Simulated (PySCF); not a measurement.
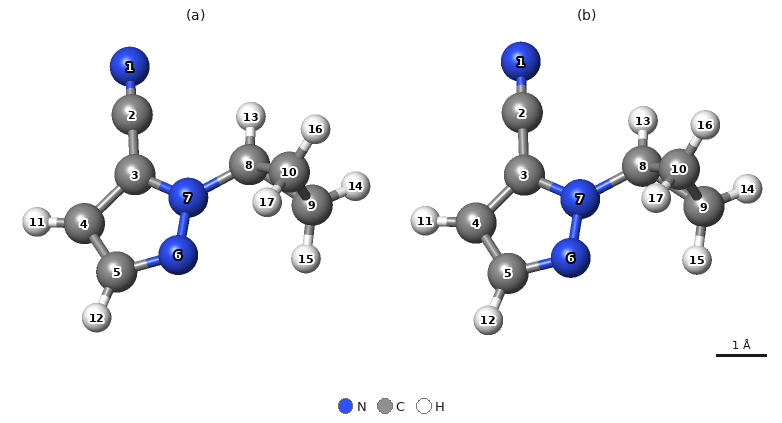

The structure of C₇H₇N₃ before (left) and after (right) a relaxation, at one scale.

Style: ball-and-stick. Shown at a tilt.

The start comes from GFN2-xTB. Its atoms were then displaced at random by about 0.01 Å.

Method: PySCF 2.14.0, density-fitted response routines, PBE0-D3(BJ)/def2-SVP geometry optimisation, gas phase. 

Question: Summarise the run.

Answer: The largest move after the best rigid fit is that of H13, 0.15 Å. By element the largest moves are H 0.15 Å, N 0.14 Å, C 0.07 Å. Near-neighbour distances that change, for instance: C4–H11 1.031 → 1.086 Å, C3–C4 1.435 → 1.392 Å, N1–C2 1.129 → 1.160 Å, C3–N7 1.338 → 1.366 Å. Among the angles between lasting bonds that change: N7–C8–H13 114.2° → 111.1°, C2–C3–C4 128.5° → 130.8°, C10–C8–H13 117.2° → 119.5°. The energy falls by 0.255 eV in 6 geometry steps. The run took 96 s on 1 thread of Intel(R) Xeon(R) Platinum 8488C, on a shared host.
